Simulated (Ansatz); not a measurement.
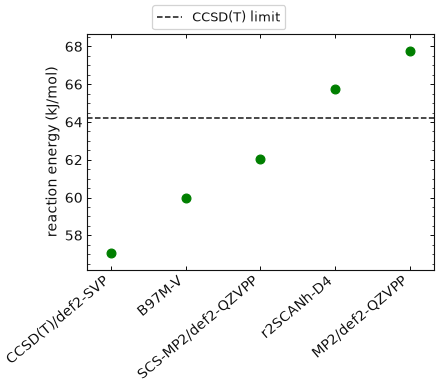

Electronic reaction energy of InH₃S₃ ([SH][In]([SH])[SH]) + H₂O (O) → InH₃S₂O ([OH][In]([SH])[SH]) + H₂S (S) (SMILES in brackets) at several levels (functionals in def2-TZVPP unless a basis is named), isolated molecules at PBE0-D4 triple-zeta geometries, minima by their frequencies, no zero-point or thermal terms, the Ansatz code. The line is frozen-core CCSD(T) at the basis limit (MP2 extrapolated from triple and quadruple zeta, plus CCSD(T) less MP2 in a smaller set). The distance of CCSD(T)/def2-SVP, SCS-MP2/def2-QZVPP and MP2/def2-QZVPP to the limit includes basis error. Core potentials past Kr.

Question: What do zero-point energy and temperature add?

Answer: Zero-point change −6.3 kJ/mol; at 298.15 K and 1 bar the CCSD(T) limit plus thermal terms gives an enthalpy of reaction of 56.7 and a free energy of 53.4 kJ/mol (harmonic PBE0-D4 modes, ideal gas).

Question: Give the values.

Answer:
| level | kJ/mol | less CCSD(T) limit |
| --- | --- | --- |
| CCSD(T)/def2-SVP | 57.0 | −7.2 |
| B97M-V | 60.0 | −4.2 |
| SCS-MP2/def2-QZVPP | 62.0 | −2.2 |
| r2SCANh-D4 | 65.8 | 1.5 |
| MP2/def2-QZVPP | 67.8 | 3.6 |
| CCSD(T) limit | 64.2 | 0.0 |

Known limits of this run: outer-core shells are correlated without core-valence functions, which makes the correlated values less sure; spin-orbit coupling is left out, and with In it can shift these values.
